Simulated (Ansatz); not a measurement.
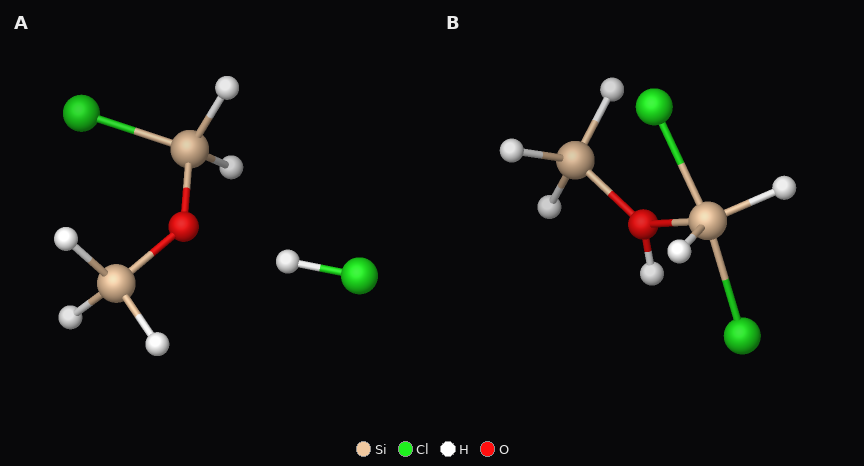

2 stationary structures of one formula. Geometries: PBE0-D4/def2-TZVP. Electronic energies: CCSD(T)/CBS (MP2 limit from def2-TZVPP and def2-QZVPP plus CCSD(T) − MP2) (Ansatz 0.2.0), without zero-point energy. Each is one conformer, not always the lowest.

Which structure is the most stable?

A is lowest (a minimum); B lies 18.1 kcal/mol above it (a minimum).
